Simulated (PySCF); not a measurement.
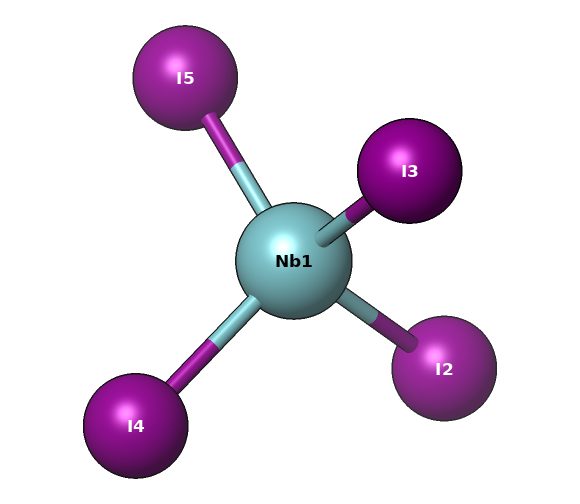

Numbered structure. The species is neutral and a spin doublet. The geometry was computed by an optimisation with PBE0-D3(BJ)/def2-SVP. No frequency run is at hand to confirm it as a minimum. Other spin states may lie lower.

### Describe the coordination of atom 1.

Nb1 has 4 neighbours (I2 at 2.62, I3 at 2.62, I4 at 2.62, I5 at 2.62 Å); the arrangement is tetrahedral.
